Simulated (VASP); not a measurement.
Band structure of CuZn (CsCl type). These are rev-vdW-DF2, VASP's PBE PAW potentials (set 64) (plane waves; VASP) values and carry that method's errors.

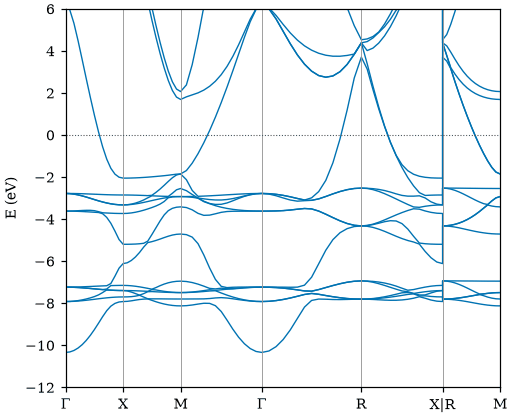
*Bands along high-symmetry lines, zero at the valence-band maximum or, without a gap, the Fermi level*

Q: Read the plot: is there a gap, and where are the band edges?

A: It has no gap at this level: it comes out as a metal or semimetal. (Edges off the drawn lines would not show.)

The compound is CuZn in the CsCl type structure. It was relaxed first. The electron count is odd and the run is not spin-polarised, which forces a metal.
